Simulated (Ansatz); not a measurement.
# Calculations on C$_{3}$H$_{9}$NS

### Relaxation

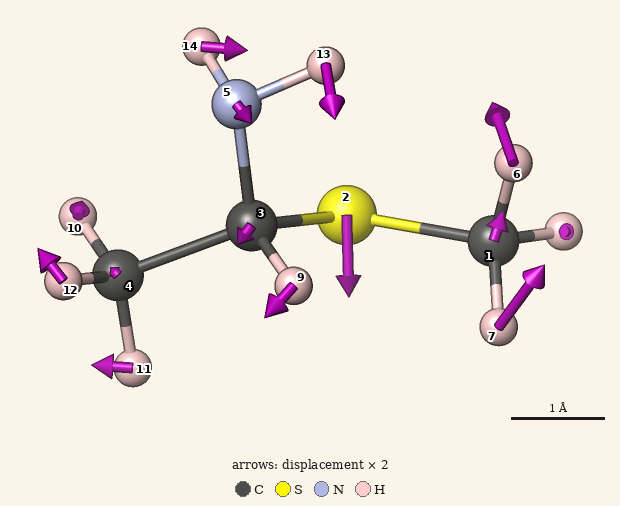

A relaxation of C₃H₉NS. The starting structure is drawn; purple arrows show the displacements, 2 times their true length. The two geometries are superimposed by the best rigid fit.

The picture is a ball-and-stick view, seen at a tilt.

The run prepares an end point of a later path (torsion) calculation, from a guessed geometry.

Computed with RKS revPBE/cc-pVDZ in Ansatz 0.2.0.

The input:
```yaml
crystal:
  periodic: [false, false, false]
  atoms:
    - { symbol: C, position_ang: [-1.4034, -0.6769, 1.5989] }
    - { symbol: S, position_ang: [0.2706, -0.1819, 1.2869] }
    - { symbol: C, position_ang: [0.1817, 0.0225, -0.5289] }
    - { symbol: C, position_ang: [1.6543, -0.2902, -1.1152] }
    - { symbol: "N", position_ang: [-0.1397, 1.3908, -0.827] }
    - { symbol: H, position_ang: [-2.123, 0.1826, 1.2598] }
    - { symbol: H, position_ang: [-1.6724, -1.5569, 1.0673] }
    - { symbol: H, position_ang: [-1.5607, -0.7739, 2.652] }
    - { symbol: H, position_ang: [-0.5237, -0.6423, -0.9028] }
    - { symbol: H, position_ang: [2.3726, 0.352, -0.6959] }
    - { symbol: H, position_ang: [1.8542, -1.3397, -0.8884] }
    - { symbol: H, position_ang: [1.5819, -0.1683, -2.1838] }
    - { symbol: H, position_ang: [-1.0483, 1.6448, -0.3238] }
    - { symbol: H, position_ang: [0.5429, 2.0082, -0.3704] }
basis:
  gaussian: { orbitals: cc-pVDZ }
hamiltonian:
  xc: revpbe
relax:
  f_tol: 0.015
  max_steps: 40
```

Command:
```bash
ansatz run input.yaml --threads 2 --pin off --max-ram 3072MiB --backend cpu --events-out ev --progress --plain --runs-dir out
```

Question: Describe the change and its energy.

Answer: After 8 accepted moves (9 points after the start) the energy has fallen by 64.4 kJ/mol. The largest force component goes from 3.9 to 0.011 eV/Å. The line search rejected the trial step at point 3 of the run. The largest moves after the best rigid fit, 0.50 Å, are those of H6 and H7. Largest moves by element: H 0.50 Å, S 0.45 Å, C 0.17 Å, N 0.14 Å. Some distances before and after: C3–C4 1.616 → 1.535 Å, S2–C3 1.829 → 1.906 Å, C3–H9 1.039 → 1.111 Å, C1–H6 1.171 → 1.110 Å. Among the angles between lasting bonds that change: S2–C3–N5 108.9° → 116.7°, C3–C4–H11 106.1° → 111.2°, N5–C3–H9 112.5° → 107.8°. Groups turn about S2–C3 by about 25°. The run took 29 s on 2 threads of Arm Neoverse V2, on a shared host, peak memory 0.17 GiB.

### Relaxation

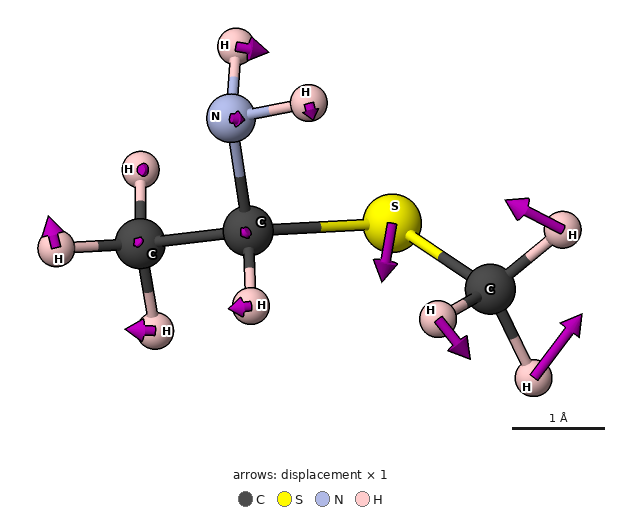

A relaxation of C$_{3}$H$_{9}$NS. The starting structure is drawn; purple arrows show the displacements, at their true length. The two geometries are superimposed by the best rigid fit.

The picture is a ball-and-stick view, seen at a tilt.

The run prepares an end point of a later path (torsion) calculation, from a guessed geometry.

All numbers below come from RKS revPBE/cc-pVDZ (Ansatz).

The input:
```yaml
crystal:
  periodic: [false, false, false]
  atoms:
    - { symbol: C, position_ang: [-1.4034, -0.6769, 1.5989] }
    - { symbol: S, position_ang: [0.2706, -0.1819, 1.2869] }
    - { symbol: C, position_ang: [0.91194, -0.22294, 2.99974] }
    - { symbol: C, position_ang: [2.09385, 0.87469, 3.09129] }
    - { symbol: "N", position_ang: [1.48066, -1.51811, 3.25174] }
    - { symbol: H, position_ang: [-2.123, 0.1826, 1.2598] }
    - { symbol: H, position_ang: [-1.6724, -1.5569, 1.0673] }
    - { symbol: H, position_ang: [-1.5607, -0.7739, 2.652] }
    - { symbol: H, position_ang: [0.13399, 0.00323, 3.6501] }
    - { symbol: H, position_ang: [2.8549, 0.66994, 2.39627] }
    - { symbol: H, position_ang: [1.62179, 1.84371, 2.91521] }
    - { symbol: H, position_ang: [2.45642, 0.83859, 4.10581] }
    - { symbol: H, position_ang: [0.73661, -2.2608, 3.05656] }
    - { symbol: H, position_ang: [2.18833, -1.72441, 2.53602] }
basis:
  gaussian: { orbitals: cc-pVDZ }
hamiltonian:
  xc: revpbe
relax:
  f_tol: 0.015
  max_steps: 40
output:
  orbitals: {}
```

Run as
```bash
ansatz run input.yaml --threads 2 --pin off --max-ram 3072MiB --backend cpu --events-out ev --progress --plain --runs-dir out
```

Q: What did the optimiser do to the structure, and how much energy did it gain?

A: The atom that moves furthest after the best rigid fit is H6 (0.90 Å). By element the largest moves are H 0.90 Å, S 0.68 Å, N 0.18 Å, C 0.12 Å. Near-neighbour distances that change, for instance: C3–C4 1.616 → 1.535 Å, S2–C3 1.829 → 1.906 Å, C3–H9 1.039 → 1.111 Å, C1–H6 1.171 → 1.107 Å. Among the angles between lasting bonds that change: S2–C3–N5 108.9° → 116.7°, C3–C4–H11 106.1° → 111.2°, N5–C3–H9 112.5° → 107.7°. Groups turn about C1–S2 by about 60°, S2–C3 by about 30°. After 12 accepted moves (13 points after the start) the energy has fallen by 0.757 eV. Largest force component: 4 eV/Å at the start, 0.0092 eV/Å at the end. The line search rejected the trial step at point 10 of the run. Cost: 39 s on 2 threads of Arm Neoverse V2 (shared host), peak memory 0.17 GiB.

### Path

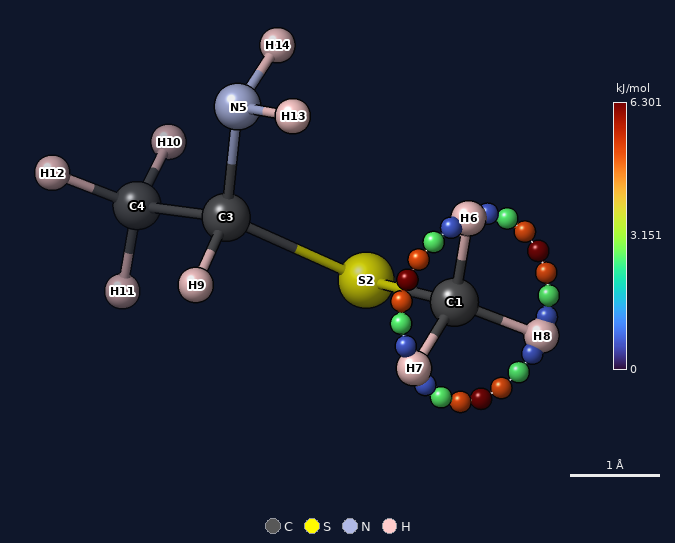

NEB run on C3H9NS. Images are numbered from 0 (start) to 8 (end). The start is drawn whole; smaller spheres mark the moving atoms (H) in the later images, joined by lines and coloured by the energy of the image relative to the start. Style: ball-and-stick. Shown at a tilt.

These are results of Ansatz 0.2.0, RKS revPBE/cc-pVDZ, not measurements.

The input:
```yaml
crystal:
  periodic: [false, false, false]
  atoms:
    - { symbol: C, position_ang: [-1.455859, -0.53178, 1.663233] }
    - { symbol: S, position_ang: [0.32449, -0.629663, 1.243783] }
    - { symbol: C, position_ang: [0.267047, -0.069803, -0.577736] }
    - { symbol: C, position_ang: [1.690894, -0.236698, -1.125582] }
    - { symbol: "N", position_ang: [-0.223797, 1.274043, -0.831374] }
    - { symbol: H, position_ang: [-1.852095, 0.496018, 1.524976] }
    - { symbol: H, position_ang: [-2.057554, -1.249286, 1.067262] }
    - { symbol: H, position_ang: [-1.547103, -0.795994, 2.734578] }
    - { symbol: H, position_ang: [-0.420059, -0.782412, -1.082267] }
    - { symbol: H, position_ang: [2.401481, 0.428925, -0.59185] }
    - { symbol: H, position_ang: [2.044794, -1.279454, -1.009849] }
    - { symbol: H, position_ang: [1.706056, 0.035535, -2.1996] }
    - { symbol: H, position_ang: [-1.202397, 1.364184, -0.52599] }
    - { symbol: H, position_ang: [0.311102, 1.947186, -0.260884] }
basis:
  gaussian: { orbitals: cc-pVDZ }
hamiltonian:
  xc: revpbe
neb:
  order_check: false
  images: 7
  f_tol: 0.05
  max_iterations: 60
  initial_path: idpp
  final_atoms:
    - { symbol: C, position_ang: [-1.42466198, -0.42795965, 1.71785637] }
    - { symbol: S, position_ang: [0.36164248, -0.44693165, 1.30990474] }
    - { symbol: C, position_ang: [0.27837377, -0.12760795, -0.56710069] }
    - { symbol: C, position_ang: [1.71929339, -0.23351587, -1.08454168] }
    - { symbol: "N", position_ang: [-0.32524521, 1.12487974, -0.98978864] }
    - { symbol: H, position_ang: [-1.50193384, -0.5703543, 2.8131272] }
    - { symbol: H, position_ang: [-1.89314714, 0.54501451, 1.46045615] }
    - { symbol: H, position_ang: [-1.97043496, -1.25224108, 1.21322797] }
    - { symbol: H, position_ang: [-0.33618118, -0.95600298, -0.98014699] }
    - { symbol: H, position_ang: [2.36081601, 0.55205934, -0.63254853] }
    - { symbol: H, position_ang: [2.16126942, -1.21921442, -0.84138647] }
    - { symbol: H, position_ang: [1.72644473, -0.09304622, -2.18374116] }
    - { symbol: H, position_ang: [-1.31129687, 1.16608256, -0.69720153] }
    - { symbol: H, position_ang: [0.14206137, 1.90963896, -0.50941673] }
```

Command:
```bash
ansatz run input.yaml --threads 2 --pin off --max-ram 3072MiB --backend cpu --events-out ev --progress --plain --runs-dir out
```

Q: What moves, how far, and at what cost in energy?

A: The motion is a rotation about the C1–S2 bond by about 120°. No bond forms or breaks between the ends. Bond angles that change up to the highest image, for instance: S2–C1–H8 106.8° → 110.0°. The two ends have the same energy, and the highest point, image 4, lies 6.3 kJ/mol above the start. The band converged in 5 iterations. The largest component of the band force went from 0.98 to 0.044 eV/Å. The climbing image converged on the top of the path. Its vibrational analysis gives one imaginary mode (170i cm⁻¹), as a transition state must have.

The run took 110 s on 2 threads of Arm Neoverse V2, with other jobs on the host, peak memory 0.17 GiB.
